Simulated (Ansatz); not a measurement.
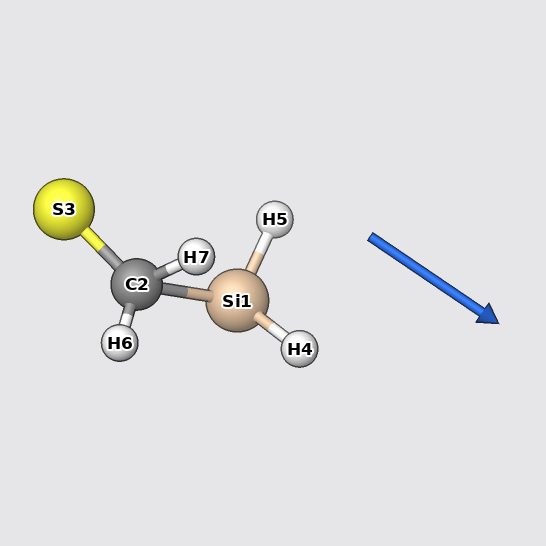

The arrow beside the molecule shows the direction of the dipole moment, from the negative to the positive end (its length means nothing). The computed structure is the end point of a PBE0-D4/def2-TZVP optimisation. No frequency run is at hand to confirm it as a minimum. Properties computed with RKS PBE0-D4/def2-TZVP (Ansatz 0.2.0).

Estimate the dipole moment.

3.66 D; it points from the side of S3 to the side of H4 (the outermost atoms at the two ends).
